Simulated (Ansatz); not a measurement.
# Bands, cutoff and cost in G0W0 for MoSSe/WS2 (heterobilayer)

Aim: see how the G0W0 gap of MoSSe/WS2 (heterobilayer) on LDA moves with empty bands and screening cutoff, and what each rung costs.

Program: Ansatz 0.2.0. Level of theory: G0W0 on LDA, plane waves, PAW; PAW set soft_1. Results are calculated unless marked as measured.

## Step 1: The starting structure

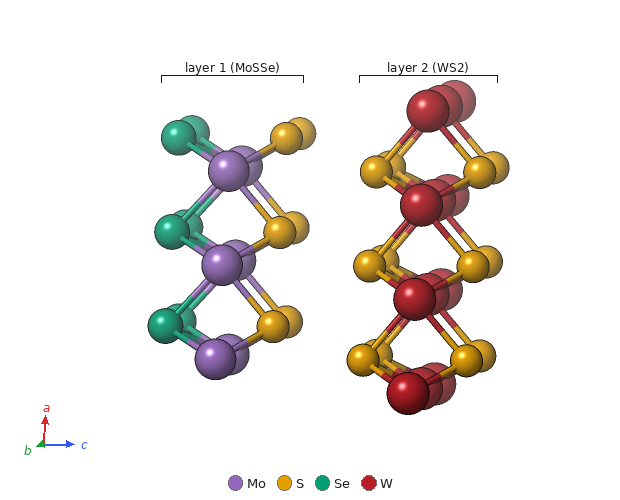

The starting structure, seen from the side, with the c axis across the page (molybdenum purple, sulfur orange, selenium teal, tungsten red). 3×2×1 cells are drawn. Bonds to atoms that aren't drawn are left out. Some periodic images of atoms are drawn too.

The cell holds 6 atoms: 1 Mo, 3 S, 1 Se and 1 W. Cell: a = 3.155 Å, b = 3.155 Å, c = 41.700 Å, α = 90.0°, β = 90.0°, γ = 120.0°. It derives from Mo1S1Se1. Regions: layer 1 (MoSSe), 3 atoms (1 Mo, 1 S and 1 Se); layer 2 (WS2), 3 atoms (1 W and 2 S). Vacuum lies along c.

The structure was relaxed with LDA. The runs that relaxed it are not among those shown. Spin-orbit coupling is left out unless a step names it. The Coulomb interaction is cut off across the vacuum.

## Step 2: 214 empty bands, screening to 41 eV

Now the one-shot GW correction: screening in the RPA, then the self-energy of the levels asked for. This step takes PAW set soft_1 files.

File input.yaml:

```yaml
crystal:
  lattice:
    - [3.1550065893, 0.0, 0.0]
    - [-1.5775032947, 2.7323158554, 0.0]
    - [0.0, 0.0, 41.7]
  atoms:
    - { symbol: Mo, position: [0.3333333333, 0.6666666667, 0.4301214285] }
    - { symbol: S, position: [0.6666666667, 0.3333333333, 0.4668163373] }
    - { symbol: Se, position: [0.6666666667, 0.3333333333, 0.3893680195] }
    - { symbol: W, position: [0.0, 0.0, 0.5734614976] }
    - { symbol: S, position: [0.3333333333, 0.6666666667, 0.6106319805] }
    - { symbol: S, position: [0.3333333333, 0.6666666667, 0.5362741724] }
  periodic: [true, true, false]
kpoints:
  mp_grid: { grid: [9, 9, 1] }
hamiltonian:
  xc: lda
  pseudopotentials: { kind: paw, azcp: { folder: soft_1 }, xc_functional: pbe }
scf:
  occupations: { method: fixed }
gw:
  n_empty_bands: 214
  ecut_chi: 41
  qp_bands: [v2, c2]
  qp_kpoints: band_edges
  screening: { model: contour_deformation }
```

Command:

```bash
$ ansatz run input.yaml --threads 2 --pin off --max-ram 92160MiB --backend cuda --events-out ev --progress --plain --runs-dir out --devices 1 --max-vram 13GiB
```

Numbers of over 12 decimals in the logs are rounded to 6 here.

What it wrote:

```text
GPUs: using 1 of 1 available (devices: 1).
Engine: ansatz 0.2.0, x86_64-unknown-linux-gnu
Pseudopotentials: kind: paw
Pseudopotential: Mo, paw, valence charge 14, recommended cutoff 420 eV (normal), soft_1/Mo.paw.azcp
Pseudopotential: S, paw, valence charge 6, recommended cutoff 420 eV (normal), soft_1/S.paw.azcp
Pseudopotential: Se, paw, valence charge 16, recommended cutoff 420 eV (normal), soft_1/Se.paw.azcp
Pseudopotential: W, paw, valence charge 14, recommended cutoff 420 eV (normal), soft_1/W.paw.azcp
Functional definition: SPW92
  exchange = slater_x
  correlation = pw_c
device memory: the entry about to start is reckoned to put 3.0 GiB on a device that reports 47.8 GiB free (of which the cap on the GPU budget leaves the run 13.0 GiB)
GPU FFT provider: cuFFT
GPU libraries: cuBLAS 13.8.2, cuFFT 12.4.0, cuSOLVER 12.3.4
Crystal: 6 atoms, lattice volume = 359.474 Å³
Basis set: ecut = 420 eV, 6919 PW (Γ)
Bands: 38, of which v1, the nominal top of the filled ones, is band 31 counted from 1 (30 counted from 0)
Symmetry: 6 space group operations
Space group: P3m1 (ITA 156), of the structure as read, at distance tolerance 7.1e-5 Å
k-points: 12 of 81 (time reversal used)
Non-local potential: Mo, projectors of the file, l = 0: 3, l = 1: 2, l = 2: 2, l = 3: 1
Non-local potential: S, projectors of the file, l = 0: 2, l = 1: 2, l = 2: 1
Non-local potential: Se, projectors of the file, l = 0: 2, l = 1: 2, l = 2: 3, l = 3: 1
Non-local potential: W, projectors of the file, l = 0: 3, l = 1: 2, l = 2: 2, l = 3: 1
PAW form: soft (Blöchl's): semilocal exchange-correlation on the pseudo side does not see the compensation charge
PAW frozen core: Mo, regenerated for the run's functional, and the local potential with it (the file was generated under x = pbe(κ = 0.804, μ = 0.219515), c = pbe(β = 0.066725))
PAW frozen core: S, regenerated for the run's functional, and the local potential with it (the file was generated under x = pbe(κ = 0.804, μ = 0.219515), c = pbe(β = 0.066725))
PAW frozen core: Se, regenerated for the run's functional, and the local potential with it (the file was generated under x = pbe(κ = 0.804, μ = 0.219515), c = pbe(β = 0.066725))
PAW frozen core: W, regenerated for the run's functional, and the local potential with it (the file was generated under x = pbe(κ = 0.804, μ = 0.219515), c = pbe(β = 0.066725))
PAW one-centre angular grid: Mo, 590 points (default); XC on 64 Gauss nodes
PAW one-centre angular grid: S, 110 points (default); XC on 64 Gauss nodes
PAW one-centre angular grid: Se, 590 points (default); XC on 64 Gauss nodes
PAW one-centre angular grid: W, 590 points (default); XC on 64 Gauss nodes
Initial wavefunctions: pseudopotential atomic-orbital guess
GPU buffer pool allocated for 165888 grid points (all kernels)
GPU transforms: local potential and band sums: pruned to the plane-wave sphere, on 24×24×288
Functional: x = slater, c = lda
SCF iter   1: F=—  HF=-22972.305403 eV  |F-HF|=—  |Δ(HF+E_count)|=         —  Δρ=3.47e-2  dr2=6.02e0  ethr=3.10e-3  ⟨swp⟩=7.3  Hψ=2637  notcnv=0  defer=53
preconditioner: auto → Resta (q_TF=auto, 2.036 Å⁻¹)  ε∞=2.8  [insulator: Δε(μ)=0.844 eV  Ē_g=8.838 eV  n_scr=26 (ndim 8)  ℏωp=11.8 eV  f_vac=0.687  ε∞_Penn≈2.8  vacuum switching on, ρ_ref=5.7e-3 e/Å³]
SCF iter   2: F=—  HF=-22971.202292 eV  |F-HF|=—  |Δ(HF+E_count)|=    1.10e0  Δρ=1.89e-2  dr2=4.01e0  ethr=3.10e-3  ⟨swp⟩=5.1  Hψ=1240  notcnv=0  defer=54
SCF iter   3: F=—  HF=-22970.734311 eV  |F-HF|=—  |Δ(HF+E_count)|=   4.68e-1  Δρ=1.02e-2  dr2=4.24e-1  ethr=3.10e-3  ⟨swp⟩=4.2  Hψ=1118  notcnv=0  defer=45
SCF iter   4: F=—  HF=-22970.638613 eV  |F-HF|=—  |Δ(HF+E_count)|=   9.57e-2  Δρ=3.42e-3  dr2=5.17e-2  ethr=6.84e-4  ⟨swp⟩=3.4  Hψ=926  notcnv=0  defer=58
SCF iter   5: F=—  HF=-22970.634657 eV  |F-HF|=—  |Δ(HF+E_count)|=   3.96e-3  Δρ=1.37e-3  dr2=3.66e-2  ethr=8.34e-5  ⟨swp⟩=4.2  Hψ=1025  notcnv=0  defer=60
SCF iter   6: F=—  HF=-22970.631424 eV  |F-HF|=—  |Δ(HF+E_count)|=   3.23e-3  Δρ=5.19e-4  dr2=2.54e-3  ethr=5.90e-5  ⟨swp⟩=3.1  Hψ=602  notcnv=0  defer=59
SCF iter   7: F=—  HF=-22970.631579 eV  |F-HF|=—  |Δ(HF+E_count)|=   1.54e-4  Δρ=2.66e-4  dr2=4.17e-4  ethr=4.09e-6  ⟨swp⟩=3.1  Hψ=889  notcnv=0  defer=60
SCF iter   8: F=—  HF=-22970.631601 eV  |F-HF|=—  |Δ(HF+E_count)|=   2.20e-5  Δρ=1.51e-4  dr2=3.08e-4  ethr=6.73e-7  ⟨swp⟩=3.3  Hψ=871  notcnv=0  defer=60
SCF iter   9: F=—  HF=-22970.631591 eV  |F-HF|=—  |Δ(HF+E_count)|=   9.68e-6  Δρ=5.74e-5  dr2=2.13e-5  ethr=4.97e-7  ⟨swp⟩=2.8  Hψ=674  notcnv=0  defer=57
SCF iter  10: F=—  HF=-22970.631597 eV  |F-HF|=—  |Δ(HF+E_count)|=   5.92e-6  Δρ=2.21e-5  dr2=2.26e-6  ethr=3.43e-8  ⟨swp⟩=3.2  Hψ=944  notcnv=0  defer=57
SCF iter  11: F=—  HF=-22970.631599 eV  |F-HF|=—  |Δ(HF+E_count)|=   1.88e-6  Δρ=5.38e-6  dr2=2.67e-7  ethr=3.64e-9  ⟨swp⟩=3.2  Hψ=828  notcnv=0  defer=55
SCF iter  12: F=—  HF=-22970.631599 eV  |F-HF|=—  |Δ(HF+E_count)|=   1.88e-7  Δρ=3.61e-6  dr2=1.39e-7  ethr=1.61e-10  ⟨swp⟩=20.2  Hψ=2613  notcnv=0
SCF iter  13: F=-22970.631599 eV  HF=-22970.631599 eV  |F-HF|=1.18e-8  |Δ(HF+E_count)|=   1.39e-9  Δρ=1.62e-6  dr2=2.18e-8  ethr=1.61e-10  ⟨swp⟩=3.2  Hψ=931  notcnv=0
SCF 1 converged in 13 iterations: F = -22970.631599 eV  dr2 = 2.18e-8
[...]
device memory: the entry about to start is reckoned to put 3.8 GiB on a device that reports 46.6 GiB free (of which the cap on the GPU budget leaves the run 13.0 GiB)
NSCF: frozen V_eff on 12 k-points
G₀W₀ screening: q 1/12
[... further progress lines ...]
device memory: the entry about to start is reckoned to put 1.3 GiB on a device that reports 44.3 GiB free (of which the cap on the GPU budget leaves the run 13.0 GiB)
NSCF: frozen V_eff on 1 k-points
SCF converged after 13 iterations
Free energy (F): -22970.631599 eV
Harris-Foulkes:  -22970.631599 eV  (|F-HF|=1.18e-8)
Internal energy: -22970.631599 eV  (E = F + TS)
E sigma→0 (E₀):  -22970.631599 eV
Fermi energy:    -5.073082 eV
--- Per-component energies (eV) ---
  E_band       = -1726.653075
  E_kinetic    = 1281.253220
  E_local      = -268238.508696  (includes V_loc(G=0)·N_el)
  E_nonlocal   = -109.344650
  E_hartree    = 133344.919536
  E_xc         = -793.557950
  E_vxc        = -794.325455  (∫ρ·V_xc dr)
  E_paw        = -15200.968986  (= ΣΔE_a)
  E_vpaw       = -555.554857  (= ΣTr[D̂ρ^β])
  E_aug_tail   = -0.000172  (compensation charges beyond the density's cutoff)
  E_ewald      = 126742.143080
  E_core_change = 3.433018  (= ΣΔE_core)
  E_smearing   = -0.000000  (= −TS)
  E_closure    = -0.000000  (closes the sum)
  Σ components = -22970.631599   (vs F -22970.631599, Δ=0.00e0)
--- Band table (eV; the first three rows and the last of 12) ---
  k-point 0: bands = [... 27 lower, -6.9651, -6.9651, -6.1172, -5.0731, -2.8376, -2.8376, -2.6205, -2.6205, ... 3 higher]
  k-point 1: bands = [... 27 lower, -7.0065, -6.8615, -6.1220, -5.3798, -3.1884, -3.0328, -2.8130, -2.7962, ... 3 higher]
  k-point 2: bands = [... 27 lower, -7.2960, -7.0095, -6.4792, -6.2100, -3.9102, -3.2521, -3.2482, -2.8953, ... 3 higher]
  k-point 11: bands = [... 27 lower, -8.1278, -7.8549, -5.8768, -5.5955, -4.0176, -3.7534, -3.1437, -2.5398, ... 3 higher]
--- G₀W₀: contour deformation, 7 samples at zero and on the imaginary axis and 2 off it, 81 q-points, 214 empty bands' worth ---
  eigenvalues of the whole cell's RPA ε∞ on this k-mesh (on a slab, of 1 + 4πα/V) = 1.2483, 5.1988, 5.1988; static W/v taken at q = 0 is 0.364904
  bands read: the sum over 245 bands ends inside a degenerate multiplet in 1 slot, whose members it reads at an even weight; the widest, k=0: bands 245 to 246 (counted from 1) at 1/2 each
  gw.qp_kpoints: band_edges: 11 of 12 stored k-points solved, in 1 pass; an edge of the gap read off the rows below is read off those points alone
    valence top: of the k-points left out ik 8 came nearest to being solved in a further pass, in band 30 (counted from 1, as in the quasiparticle table): it holds the edge there only if its correction is more favourable than any solved in that band by at least 1.003 eV; those differ by 0.343 eV
    conduction bottom: of the k-points left out ik 8 came nearest to being solved in a further pass, in band 32 (counted from 1, as in the quasiparticle table): it holds the edge there only if its correction is more favourable than any solved in that band by at least 0.602 eV; those differ by 0.256 eV
    ik  band        ε_KS         Σx   Σc(E_QP)       V_xc       Z   E_QP_lin       E_QP  E_QP is
     0    30     -6.1172   -18.3705     1.3549   -17.3979  0.7418    -5.7375    -5.7349  root
     0    31     -5.0731   -19.1775     1.0240   -18.6381  0.7525    -4.5914    -4.5885  root
     0    32     -2.8376   -13.8599    -3.7116   -18.7011  0.7401    -1.6668    -1.7079  root
     0    33     -2.8376   -13.8599    -3.7116   -18.7011  0.7401    -1.6668    -1.7079  root
     1    30     -6.1220   -18.6310     1.4460   -17.5689  0.7425    -5.7407    -5.7380  root
     1    31     -5.3798   -19.1969     1.1849   -18.4734  0.7513    -4.9213    -4.9184  root
     1    32     -3.1884   -13.5502    -3.5681   -18.2326  0.7447    -2.0335    -2.0740  root
     1    33     -3.0328   -13.8164    -3.7344   -18.6637  0.7423    -1.8815    -1.9200  root
     2    30     -6.4792   -18.9889     1.6488   -17.7442  0.7374    -6.0784    -6.0752  root
     2    31     -6.2100   -19.0798     1.4908   -17.9872  0.7456    -5.8145    -5.8118  root
     2    32     -3.9102   -13.3581    -3.4602   -17.8828  0.7489    -2.8155    -2.8457  root
     2    33     -3.2521   -13.5018    -3.6443   -18.2340  0.7532    -2.1320    -2.1642  root
     3    30     -6.7996   -19.4282     1.9937   -17.8342  0.7416    -6.4033    -6.3999  root
     3    31     -6.7412   -18.7968     1.7356   -17.4077  0.7404    -6.3972    -6.3947  root
     3    32     -3.7622   -13.9242    -3.7442   -18.7823  0.7409    -2.6112    -2.6483  root
     3    33     -3.5245   -15.4108    -3.7156   -20.3389  0.7334    -2.2647    -2.3120  root
     4    30     -6.5223   -18.2544     1.7160   -16.8098  0.7481    -6.2525    -6.2509  root
     4    31     -6.4648   -18.7545     1.9981   -17.0754  0.7509    -6.1474    -6.1457  root
     4    32     -3.4993   -16.5575    -4.0450   -21.9193  0.7259    -2.1215    -2.1825  root
     4    33     -3.2677   -14.7179    -4.2000   -20.0949  0.7258    -2.0382    -2.0907  root
     5    30     -6.2607   -18.9961     1.6378   -17.7388  0.7421    -5.8828    -5.8802  root
     5    31     -5.9397   -19.2014     1.4351   -18.1871  0.7477    -5.5217    -5.5189  root
     5    32     -3.8232   -13.3921    -3.3969   -17.8594  0.7495    -2.7217    -2.7528  root
     5    33     -3.3721   -13.7466    -3.7065   -18.5877  0.7522    -2.2032    -2.2374  root
[...]
10    30     -6.1276   -18.9686     1.0809   -18.4453  0.7403    -5.5745    -5.5699  root
    10    31     -5.9807   -18.9273     1.1235   -18.2481  0.7519    -5.5396    -5.5365  root
    10    32     -3.7587   -15.6096    -3.6272   -20.4414  0.7346    -2.5102    -2.5541  root
    10    33     -3.2059   -15.7300    -3.5439   -20.4334  0.7489    -2.0093    -2.0464  root
    11    30     -5.8768   -19.0367     0.8053   -18.8459  0.7408    -5.2673    -5.2624  root
    11    31     -5.5955   -18.9231     0.7933   -18.6179  0.7555    -5.1104    -5.1073  root
    11    32     -4.0176   -16.0638    -3.4789   -20.7874  0.7371    -2.7327    -2.7728  root
    11    33     -3.7534   -15.8112    -3.2184   -20.2031  0.7575    -2.5488    -2.5799  root
```

The job ended after 53 s (1 × NVIDIA H100 80GB HBM3 (shared by 6 runs) with 2 threads of AMD EPYC 7R13 (Zen 3), shared host; peak memory 1.7 GiB).

Numbers from this step:

| Item | Value |
| --- | --- |
| bands summed | 245 |
| plane waves in the screening matrix | 229 |
| q-points in the mesh | 81 |
| G0W0 gap on the mesh | 1.524 eV |
| k of the valence top | 0, 0, 0 |
| k of the conduction bottom | 0.1111, 0.2222, 0 |
| starting gap on the mesh | 0.9476 eV |
| Z at the valence top | 0.7525 |
| Z at the conduction bottom | 0.7497 |
| least direct G0W0 gap on the computed points | 2.335 eV |

The gap on the mesh goes from 0.95 eV to 1.52 eV, a correction of +0.58 eV. Between the two edge states, bare exchange in place of the xc potential would open the gap by 4.96 eV, and correlation takes back 4.39 eV.

## Step 3: 530 empty bands, screening to 75 eV

Another rung: the empty bands reach about as high as the screening cutoff, so the two stay in balance.

Edit input.yaml of step 2 so:

```diff
@@ -20,5 +20,6 @@
   occupations: { method: fixed }
+  convergence: { dr2_threshold: 1.0e-10 }
 gw:
-  n_empty_bands: 214
-  ecut_chi: 41
+  n_empty_bands: 530
+  ecut_chi: 75.0
   qp_bands: [v2, c2]
```

What it wrote:

```text
GPUs: using 1 of 1 available (devices: 1).
[...]
GPU FFT provider: cuFFT
GPU libraries: cuBLAS 13.8.2, cuFFT 12.4.0, cuSOLVER 12.3.4
Crystal: 6 atoms, lattice volume = 359.474 Å³
Basis set: ecut = 420 eV, 6919 PW (Γ)
Bands: 38, of which v1, the nominal top of the filled ones, is band 31 counted from 1 (30 counted from 0)
[... 1 set-up line as in the run before ...]
[...]
k-points: 12 of 81 (time reversal used)
[...]
GPU buffer pool allocated for 165888 grid points (all kernels)
[...]
SCF iter   1: F=—  HF=-22972.305403 eV  |F-HF|=—  |Δ(HF+E_count)|=         —  Δρ=3.47e-2  dr2=6.02e0  ethr=3.10e-3  ⟨swp⟩=7.3  Hψ=2637  notcnv=0  defer=53
[...]
SCF iter  18: F=-22970.631599 eV  HF=-22970.631599 eV  |F-HF|=8.37e-11  |Δ(HF+E_count)|=  1.46e-10  Δρ=4.27e-8  dr2=2.65e-11  ethr=1.00e-12  ⟨swp⟩=2.6  Hψ=1284  notcnv=0
SCF 1 converged in 18 iterations: F = -22970.631599 eV  dr2 = 2.65e-11
[...]
NSCF: frozen V_eff on 12 k-points
[...]
WARN: eigensolver did not converge (k=4): 2 band(s) unlocked after 6 eigensolves, warm-restarted (20 sweeps on the last) at ethr=1.06e-11 eV (storage-precision floor; scheduled 1.00e-12 eV) (lowest unlocked band 564, counted from 0; max residual 3.22e-4 eV among the unlocked bands, 3.22e-4 eV over every band; other slots of this pass that fall short are told together in one closing line; warning suppressed until the next SCF loop or pass starts)
G₀W₀ screening: q 1/12
[... further progress lines ...]
[...]
SCF converged after 18 iterations
Free energy (F): -22970.631599 eV
[...]
k-point 11: bands = [... 27 lower, -8.1276, -7.8546, -5.8766, -5.5952, -4.0174, -3.7532, -3.1435, -2.5396, ... 3 higher]
[...]
band pass: the eigensolver left bands unlocked in 1 slot; of largest residual, k=4: 1 band unlocked, the lowest band 565 (counted from 1), max residual 3.22e-4 eV over all its bands; `*` marks the rows of those k-points, and any row can be off: every row's sums read bands of every k-point
[...]
0    30     -6.1170   -18.3705     1.0606   -17.3979  0.7352    -6.0291    -6.0289  root
     0    31     -5.0729   -19.1775     0.6773   -18.6381  0.7444    -4.9351    -4.9349  root
     0    32     -2.8374   -13.8599    -4.0513   -18.7011  0.7321    -2.0290    -2.0475  root
     0    33     -2.8374   -13.8599    -4.0513   -18.7011  0.7321    -2.0290    -2.0475  root
     1    30     -6.1218   -18.6310     1.1430   -17.5689  0.7355    -6.0410    -6.0409  root
     1    31     -5.3796   -19.1969     0.8459   -18.4734  0.7434    -5.2574    -5.2571  root
     1    32     -3.1882   -13.5502    -3.8920   -18.2326  0.7378    -2.3794    -2.3977  root
     1    33     -3.0326   -13.8164    -4.0598   -18.6637  0.7345    -2.2276    -2.2451  root
[...]
4    30     -6.5221   -18.2545     1.4173   -16.8098  0.7418    -6.5495    -6.5494  root *
     4    31     -6.4646   -18.7545     1.6616   -17.0754  0.7434    -6.4820    -6.4820  root *
     4    32     -3.4991   -16.5575    -4.3978   -21.9193  0.7182    -2.5064    -2.5352  root *
     4    33     -3.2676   -14.7180    -4.5186   -20.0950  0.7182    -2.3836    -2.4091  root *
[...]
11    30     -5.8766   -19.0368     0.4769   -18.8459  0.7340    -5.5917    -5.5905  root
    11    31     -5.5952   -18.9231     0.4686   -18.6179  0.7487    -5.4322    -5.4318  root
    11    32     -4.0174   -16.0638    -3.8343   -20.7874  0.7292    -3.1079    -3.1282  root
    11    33     -3.7532   -15.8112    -3.5627   -20.2031  0.7499    -2.9101    -2.9241  root
[key lines of the parts left out:]
Fermi energy:    -5.072855 eV
```

Run time: 1.8 min. Hardware: 1 × NVIDIA H100 80GB HBM3 (shared by 6 runs) with 2 threads; peak memory 2.8 GiB.

Numbers from this step:

| Quantity | Value |
| --- | --- |
| bands summed | 561 |
| plane waves in the screening matrix | 515 |
| q-points in the mesh | 81 |
| G0W0 gap on the mesh | 1.572 eV |
| k of the valence top | 0, 0, 0 |
| k of the conduction bottom | 0.1111, 0.2222, 0 |
| starting gap on the mesh | 0.9476 eV |
| Z at the valence top | 0.7444 |
| Z at the conduction bottom | 0.7431 |
| least direct G0W0 gap on the computed points | 2.304 eV |

Against the run with 9×9×1 mesh, 214 empty bands, screening to 41 eV, PAW set soft_1 files, the gap moves by +0.05 eV.

## Step 4: Side by side

Times are wall times on 1 × NVIDIA H100 80GB HBM3 (shared by 6 runs) with 2 threads of AMD EPYC 7R13 (Zen 3), shared host, good to a factor of about two.

| mesh | files | frequency | bands summed | cutoff (eV) | start (eV) | G0W0 (eV) | time | host memory (GiB) |
| --- | --- | --- | --- | --- | --- | --- | --- | --- |
| 9×9×1 | PAW set soft_1 | contour deformation | 245 | 41 | 0.948 | 1.524 | 53 s | 1.7 |
| 9×9×1 | PAW set soft_1 | contour deformation | 561 | 75 | 0.948 | 1.572 | 1.8 min | 2.8 |

The parts of the quasiparticle energy at the two band edges (eV; QP = start + Σx + Σc − Vxc):

| run | edge | start | Σx | Σc | Vxc | Z | QP |
| --- | --- | --- | --- | --- | --- | --- | --- |
| 245 bands | valence top | -5.07 | -19.18 | 1.02 | -18.64 | 0.75 | -4.59 |
| 245 bands | conduction bottom | -4.13 | -13.53 | -3.36 | -17.95 | 0.75 | -3.06 |
| 561 bands | valence top | -5.07 | -19.18 | 0.68 | -18.64 | 0.74 | -4.93 |
| 561 bands | conduction bottom | -4.13 | -13.53 | -3.66 | -17.95 | 0.74 | -3.36 |

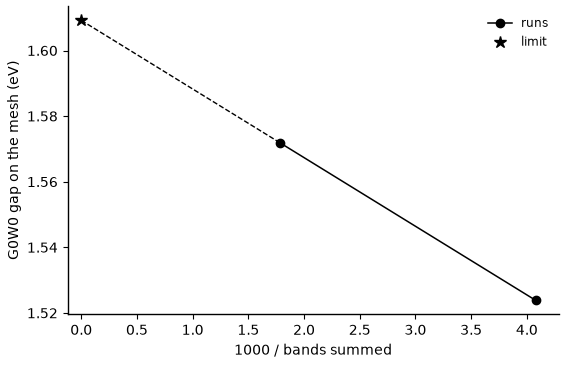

The gap against one over the number of bands; the dashed line carries the two highest rungs to the limit.

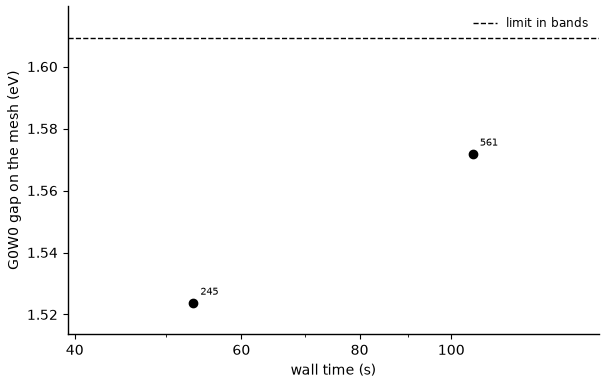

Result against wall time.

## Step 5: Results

```
245 bands, 41 eV                    : 1.524 eV
561 bands, 75 eV                    : 1.572 eV
estimated limit in bands and cutoff : 1.61 eV
mesh and start                      : 9×9×1, LDA
```

**Reading.** A line in one over the bands through the two rungs gives 1.61 eV, +0.04 eV from the top rung; with two points alone it is an unchecked estimate. The rungs stand 0.09 eV (245 bands) and 0.04 eV (561 bands) from it. From 245 to 561 bands the gap moves by +0.05 eV. Σc changes by −0.35 eV at the valence top and −0.30 eV at the conduction bottom, so the levels themselves move more than the gap between them. The 9×9×1 mesh misses a band edge: over a band path and its finer mesh (run apart) the LDA gap is 0.88 eV, so the G0W0 gap over the zone may lie about 0.07 eV below its value on the mesh. The mesh in the plane is coarse for a sheet; gap and any exciton binding can still move on denser ones. The many-body steps are scalar-relativistic: spin-orbit coupling is not in them.

[Paths, hosts, dates, memory and timing lines, banners, echoed tables and standing remarks are left out of the program output.]

[Logs are printed without paths, hosts, clocks, repeated set-up lines and the standing remarks that a program may print on its own settings, such as how far it seeks lower states.]

[Runs of the session that timed out or met a known fault of the program may be left out.]

[Cells called generated may have been cut or substituted from an entry of the Crystallography Open Database or the Materials Project.]

[Hosts, paths, dates, database ids (printed as entryN), source tags and the programs' standing remarks are cut or masked in the printed files.]
